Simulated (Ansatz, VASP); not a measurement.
# Cross-check of W12Cl (W(110)) between VASP and Ansatz, part 2 of 2

Aim: how closely do two programs agree when they are given the same cell, functional and k mesh?  The structure shown is the end of the VASP relaxation below.

VASP 6.6.1 and Ansatz 0.2.0.

So far: Starting point; VASP: relaxation, PBEsol.

## 3. Ansatz: single point, PBEsol

Level of this step: Ansatz beside VASP: Kohn-Sham DFT, plane waves, PBEsol (Ansatz).

Ansatz runs on its default PAW (the set named soft_2) files.

The same cell, functional, mesh and smearing now go to Ansatz, which takes its cutoff from its data sets.

File input.yaml:

```yaml
crystal:
  lattice:
    - [6.28832307, 0.0, 0.0]
    - [3.14416153, 4.44651588, 0.0]
    - [0.0, 0.0, 19.44651588]
  atoms:
    - { symbol: W, position: [0.0, 0.0, 0.3856732] }
    - { symbol: W, position: [0.5, 0.0, 0.3856732] }
    - { symbol: W, position: [0.0, 0.5, 0.3856732] }
    - { symbol: W, position: [0.5, 0.5, 0.3856732] }
    - { symbol: W, position: [0.75316849, 0.49366302, 0.49703898] }
    - { symbol: W, position: [0.24683151, 0.50633698, 0.49703898] }
    - { symbol: W, position: [0.748468, 0.0, 0.49523287] }
    - { symbol: W, position: [0.251532, 0.0, 0.49523287] }
    - { symbol: W, position: [0.0, 0.0, 0.62017916] }
    - { symbol: W, position: [0.5, 0.0, 0.60403318] }
    - { symbol: W, position: [0.0, 0.5, 0.60471358] }
    - { symbol: W, position: [0.5, 0.5, 0.60471358] }
    - { symbol: Cl, position: [0.0, 0.0, 0.73704149] }
hamiltonian:
  xc: pbesol
  pseudopotentials: { kind: paw }
kpoints:
  mp_grid: { grid: [5, 5, 1] }
scf:
  occupations: { method: methfessel_paxton, width: 0.15 }
  n_extra_bands: 7
efield:
  axis: 3
  dipole_correction: true
  ramp_width: 0.04
output:
  forces: true
  eigenvalues: true
  write_density: true
  write_potential: true
  elf: true
  volumetric_format: npy
```

On the command line:

```
ansatz run input.yaml --threads 4 --pin off --max-ram 9216MiB --backend cpu --events-out ev --progress --plain --runs-dir out
```

Numbers of over 12 decimals in the logs are rounded to 6 here.

Log:

```text
scf.n_extra_bands = 7 over 88 filled bands (N_el = 175.0): the run solves 95 bands
Engine: ansatz 0.2.0, aarch64-unknown-linux-gnu
Pseudopotentials: kind: paw
Pseudopotential: W, paw, valence charge 14, recommended cutoff 420 eV (normal), W.paw.azcp
Pseudopotential: Cl, paw, valence charge 7, recommended cutoff 420 eV (normal), Cl.paw.azcp
Functional definition: PBEsol
  exchange = pbesol_x
  correlation = pbesol_c
Crystal: 13 atoms, lattice volume = 543.747 Å³
Basis set: ecut = 420 eV, 10629 PW (Γ), exchange–correlation on 90×80×270 points (8 copies of the dense FFT grid, shifted against one another)
Bands: 95, of which v1, the nominal top of the filled ones, is band 88 counted from 1 (87 counted from 0)
Symmetry: 4 space group operations
Space group: Cmm2 (ITA 35), of the structure as read, at distance tolerance 8.2e-5 Å
k-points: 9 of 25
Non-local potential: W, projectors of the file, l = 0: 3, l = 1: 2, l = 2: 2, l = 3: 1
Non-local potential: Cl, projectors of the file, l = 0: 2, l = 1: 2, l = 2: 2
PAW form: soft (Blöchl's): semilocal exchange-correlation on the pseudo side does not see the compensation charge
PAW frozen core: W, regenerated for the run's functional, and the local potential with it (the file was generated under x = pbe(κ = 0.804, μ = 0.219515), c = pbe(β = 0.066725))
PAW frozen core: Cl, regenerated for the run's functional, and the local potential with it (the file was generated under x = pbe(κ = 0.804, μ = 0.219515), c = pbe(β = 0.066725))
PAW one-centre angular grid: W, 590 points (default); XC on 64 Gauss nodes
PAW one-centre angular grid: Cl, 110 points (default); XC on 64 Gauss nodes
Initial density: superposition of atomic densities (neutral atoms: chi_scale 0, normalization atom), corrected by the library's trained network
Initial wavefunctions: pseudopotential atomic-orbital guess
Functional: x = pbesol(κ = 0.804, μ = 0.123457), c = pbesol(β = 0.046)
SCF iter   1: F=—  HF=-124129.132107 eV  |F-HF|=—  |Δ(HF+E_count)|=         —  Δρ=9.68e-3  dr2=3.19e0  ethr=1.77e-3  p=-0.040 e·Å  D=-1.34e-2 V/Å  ΔV_dip=0.26 eV  dr2_dipole=2.56e-2  V_vac-E_F(+/−)=5.47/5.21 eV  ⟨swp⟩=9.8  Hψ=4537  notcnv=0
efield: sawtooth ramp at fractional position 0.0414 (placed from the atoms, in the widest stretch of the axis that holds none; the zero of the levels goes with the place), width 0.0400; the density the first Hamiltonian is built on has a dipole p = -0.040 e·Å; the dipole correction subtracts the counter field D = -1.34e-2 V/Å, which shifts the + side's vacuum level by +0.26 eV against the − side's; the planar-averaged density in the ramp window peaks in size at 4.0e-5 e/Å³
preconditioner: auto → LDOS  [metal: Δε(μ)=0.030 eV  Ē_g=4.230 eV  σ=0.150 eV  W_gap=0.17  n_scr=92 (ndim 8)  ℏωp=14.2 eV  f_vac=0.531  D(μ)=11.89/eV (n_scr^D=66)  β→1.0]
SCF iter   2: F=—  HF=-124128.978233 eV  |F-HF|=—  |Δ(HF+E_count)|=   1.54e-1  S|Δr|=    0.00e0  Δρ=5.93e-3  dr2=1.00e0  ethr=1.77e-3  p=-0.022 e·Å  D=-7.26e-3 V/Å  ΔV_dip=0.14 eV  dr2_dipole=1.20e-1  V_vac-E_F(+/−)=5.15/5.01 eV  ⟨swp⟩=2.7  Hψ=1352  notcnv=0  defer=7
SCF iter   3: F=—  HF=-124128.898187 eV  |F-HF|=—  |Δ(HF+E_count)|=   8.00e-2  S|Δr|=    0.00e0  Δρ=1.07e-3  dr2=2.21e-2  ethr=5.73e-4  p=-0.033 e·Å  D=-1.10e-2 V/Å  ΔV_dip=0.21 eV  dr2_dipole=4.67e-4  V_vac-E_F(+/−)=5.23/5.02 eV  ⟨swp⟩=2.0  Hψ=1227  notcnv=0  defer=7
SCF iter   4: F=—  HF=-124128.896521 eV  |F-HF|=—  |Δ(HF+E_count)|=   1.67e-3  S|Δr|=    0.00e0  Δρ=3.73e-4  dr2=2.47e-3  ethr=1.26e-5  p=-0.033 e·Å  D=-1.11e-2 V/Å  ΔV_dip=0.22 eV  dr2_dipole=4.29e-4  V_vac-E_F(+/−)=5.22/5.00 eV  ⟨swp⟩=2.8  Hψ=1427  notcnv=0  defer=4
SCF iter   5: F=—  HF=-124128.896354 eV  |F-HF|=—  |Δ(HF+E_count)|=   1.67e-4  S|Δr|=    0.00e0  Δρ=9.86e-5  dr2=1.67e-4  ethr=1.41e-6  p=-0.035 e·Å  D=-1.15e-2 V/Å  ΔV_dip=0.22 eV  dr2_dipole=3.72e-5  V_vac-E_F(+/−)=5.21/4.99 eV  ⟨swp⟩=2.4  Hψ=1217  notcnv=0  defer=4
SCF iter   6: F=—  HF=-124128.896369 eV  |F-HF|=—  |Δ(HF+E_count)|=   1.52e-5  S|Δr|=    0.00e0  Δρ=3.56e-5  dr2=1.68e-5  ethr=9.53e-8  p=-0.035 e·Å  D=-1.16e-2 V/Å  ΔV_dip=0.23 eV  dr2_dipole=4.37e-7  V_vac-E_F(+/−)=5.21/4.98 eV  ⟨swp⟩=2.7  Hψ=1387  notcnv=0  defer=4
SCF iter   7: F=—  HF=-124128.896671 eV  |F-HF|=—  |Δ(HF+E_count)|=   3.02e-4  S|Δr|=    0.00e0  Δρ=1.02e-5  dr2=1.12e-6  ethr=9.58e-9  p=-0.035 e·Å  D=-1.17e-2 V/Å  ΔV_dip=0.23 eV  dr2_dipole=1.18e-8  V_vac-E_F(+/−)=5.21/4.98 eV  ⟨swp⟩=3.1  Hψ=1638  notcnv=0  defer=4
SCF iter   8: F=—  HF=-124128.896672 eV  |F-HF|=—  |Δ(HF+E_count)|=   7.51e-7  S|Δr|=    0.00e0  Δρ=4.11e-6  dr2=3.00e-7  ethr=5.71e-11  p=-0.035 e·Å  D=-1.17e-2 V/Å  ΔV_dip=0.23 eV  dr2_dipole=2.12e-10  V_vac-E_F(+/−)=5.21/4.98 eV  ⟨swp⟩=20.7  Hψ=8649  notcnv=0
SCF iter   9: F=-124128.896672 eV  HF=-124128.896672 eV  |F-HF|=1.91e-8  |Δ(HF+E_count)|=   1.22e-7  S|Δr|=    0.00e0  Δρ=1.36e-6  dr2=3.53e-8  ethr=5.71e-11  p=-0.035 e·Å  D=-1.18e-2 V/Å  ΔV_dip=0.23 eV  dr2_dipole=1.13e-9  V_vac-E_F(+/−)=5.21/4.98 eV  ⟨swp⟩=12.9  Hψ=7072  notcnv=0
WARN: efield: at this solve's end the planar-averaged density reaches 1.54e-5 e/Å³ inside the ramp window [0.9899, 0.1328] (bound 1e-5 e/Å³), and -5.87e-6 e/Å³ on another of its planes; by the running means of the window's planes the mean density over a ramp is at most 1.15e-5 e/Å³, which is held to the bound (the quickstart, § The vacuum guard, A window that rings); the window's nearer edge stands 4.92 Å from this s [...]
SCF 1 converged in 9 iterations: F = -124128.896672 eV  dr2 = 3.53e-8
  greatest PAW one-centre occupation: 1.000 electrons in one spin orbital (limit 2), on the W atom at site 8 (counted from 0), in its partial waves of l = 0
WARN: The output density's exchange-correlation potential varies sharply where the density is thin. Do not read a vacuum level from v_tot or v_xc, or from such a field of the output density. On a cell that repeats whose density bears no net charge and no dipole along the vacuum's axis use v_es (v_loc + v_h of the components); under efield.dipole_correction with no amplitude use v_es + v_field, which holds any externa [...]
SCF converged after 9 iterations
Stability not checked: this state was not tested for a lower state beside it, because cold or Methfessel-Paxton smearing, or corrected tetrahedra, fill the levels in a way that the test cannot read (fill_not_monotonic; see scf.lower_state_search)
Free energy (F): -124128.896672 eV
Harris-Foulkes:  -124128.896672 eV  (|F-HF|=1.91e-8)
Internal energy: -124128.900140 eV  (E = F + TS)
E sigma→0 (E₀):  -124128.897539 eV
Entropy (-TS):   0.003467 eV (0.267 meV/atom)
Fermi energy:    4.974801 eV
Dipole field:    D = -0.011730 V/Å  (p = -0.035246 e·Å, saw-weighted, corrected)
Work function:   Φ+ = 5.2083 eV   Φ− = 4.9801 eV
Levels:          The Fermi level and band energies are counted from a zero that moves with the ramp; work functions are not
Vacuum region:   at the solve's end the planar-averaged density reaches 1.54e-5 e/Å³ inside the ramp window [0.9899, 0.1328] (bound 1e-5 e/Å³), and -5.87e-6 e/Å³ on another of its planes; by the running means of the window's planes the mean density over a ramp is at most 1.15e-5 e/Å³, which is held to the bound (the quickstart, § The vacuum guard, A window that rings)
--- Per-component energies (eV) ---
  E_band       = -3910.351493
  E_kinetic    = 5549.588055
  E_local      = -142203.358649  (includes V_loc(G=0)·N_el)
  E_nonlocal   = 78.559637
  E_hartree    = 68579.292842
  E_xc         = -3275.028027
  E_vxc        = -2967.351297  (∫ρ·V_xc dr)
  E_paw        = -101876.267289  (= ΣΔE_a)
  E_vpaw       = -1524.149920  (= ΣTr[D̂ρ^β])
  E_aug_tail   = -0.000638  (compensation charges beyond the density's cutoff)
  E_efield     = 0.000207  (sawtooth field / dipole correction)
  E_vefield    = -2.195257  (∫n·V_field dr)
  E_ewald      = 49015.573784
  E_core_change = 2.739938  (= ΣΔE_core)
  E_smearing   = 0.003467  (= −TS)
  E_closure    = -0.000000  (closes the sum)
  Σ components = -124128.896672   (vs F -124128.896672, Δ=0.00e0)
--- Forces (eV/Å), atoms counted from 1 ---
  atom   1  W      0.00000000     0.00000000     0.06297540
  atom   2  W     -0.00000000     0.00000000    -0.06063312
  atom   3  W      0.00000000    -0.00000000    -0.39605636
  atom   4  W      0.00000000     0.00000000    -0.39605636
  atom   5  W     -0.00000000     0.01858248    -0.06848696
  atom   6  W      0.00000000    -0.01858248    -0.06848696
  atom   7  W      0.06312675     0.00000000     0.07612975
  atom   8  W     -0.06312675    -0.00000000     0.07612975
  atom   9  W      0.00000000     0.00000000     0.12900130
  atom  10  W     -0.00000000     0.00000000     0.23195682
  atom  11  W      0.00000000    -0.00000000     0.19547294
  atom  12  W      0.00000000     0.00000000     0.19547294
  atom  13  Cl     0.00000000     0.00000000     0.02248857
  max |Σ_I F_I| component: 9.23e-5 eV/Å
--- Band table (eV; the first three rows and the last of 9) ---
  k-point 0: bands = [... 84 lower, 5.2994, 5.5248, 5.5401, 6.0163, 6.3320, 6.4279, 6.4854, 6.6231, ... 3 higher]
  k-point 1: bands = [... 84 lower, 4.8456, 4.9890, 5.0017, 5.1174, 5.4504, 5.7973, 5.9265, 6.0822, ... 3 higher]
  k-point 2: bands = [... 84 lower, 4.3080, 4.3897, 4.5599, 4.6706, 4.8403, 4.9069, 5.1578, 5.2938, ... 3 higher]
  k-point 8: bands = [... 84 lower, 3.9769, 4.3139, 4.7086, 4.8163, 4.9494, 5.3421, 5.5292, 5.7193, ... 3 higher]
```

The job ended after 24 s (4 threads of Arm Neoverse V1, shared host; peak memory 1.5 GiB; 92 s of CPU time).

In the SCF lines HF is the Harris–Foulkes energy and dr2 the Hartree energy of the density residual, in eV; the loop may stop once dr2 is under the threshold and the program's other checks hold. Hψ counts applications of the Hamiltonian.

## 4. Comparison

Known differences besides the PAW data sets themselves: the data sets hold 175 valence electrons in Ansatz (default PAW (the set named soft_2) files) and 79 in VASP; the cutoff is 420 eV in Ansatz and 320 eV in VASP (PREC = Normal, projectors in real space); Ansatz makes its cores anew for this functional, VASP keeps those of its PBE data sets. Total energies have different zeros and are not compared.

Forces on 10 of the 13 atoms, picked by the larger force of the two programs (eV/Å; atoms numbered as in POSCAR):

```csv
atom,"Ansatz x, y, z","VASP x, y, z"
W1,"0.000, 0.000, 0.063","0.000, 0.000, 0.265"
W2,"0.000, 0.000, -0.061","0.000, 0.000, 0.169"
W3,"0.000, 0.000, -0.396","0.000, 0.000, -0.213"
W4,"0.000, 0.000, -0.396","0.000, 0.000, -0.213"
W7,"0.063, 0.000, 0.076","0.022, 0.000, 0.012"
W8,"-0.063, 0.000, 0.076","-0.022, 0.000, 0.012"
W9,"0.000, 0.000, 0.129","0.000, 0.000, 0.007"
W10,"0.000, 0.000, 0.232","0.000, 0.000, 0.017"
W11,"0.000, 0.000, 0.195","0.000, 0.000, -0.021"
W12,"0.000, 0.000, 0.195","0.000, 0.000, -0.021"
```

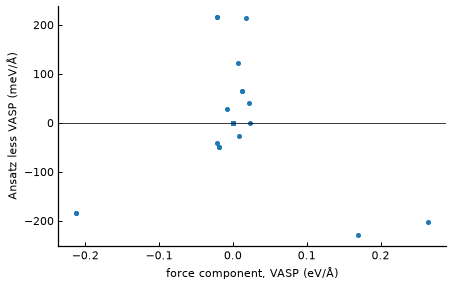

Difference of the force components against their size.

The forces differ by 92 meV/Å r.m.s., which is 131.4 % of the r.m.s. force of 0.07 eV/Å (both taken over all components, held atoms included).

## 5. Looking for the cause

The difference is large enough to ask for its cause, so further runs change the set-up of one program at a time, as the table lists.

```csv
run,r.m.s. force difference (meV/Å)
as above,92
"cores kept as stored, as VASP does, whose cores stay as stored",93
norm-conserving potentials (cutoff 1007 eV),99
```

## 6. Summary of results

```
r.m.s. force difference (single point, PBEsol) : 92 meV/Å
```

The r.m.s. force difference is 92 meV/Å (single point, PBEsol), beyond the 12 meV/Å picked in this series as the mark of a large difference. For single point, PBEsol: no further run halves the r.m.s. force difference; only Ansatz's side was varied. 1 further run on this material is not shown. Differences of this kind measure data sets and numerical settings, not the functional's error against experiment.

[Lines on the potential files, build, host, timing and source positions are cut from VASP's logs without a mark.]

[Logs are printed without paths, hosts, clocks, repeated set-up lines and the standing remarks that a program may print on its own settings, such as how far it seeks lower states.]

[Hosts, paths, dates, database ids (printed as entryN), source tags and the programs' standing remarks are cut or masked in the printed files.]
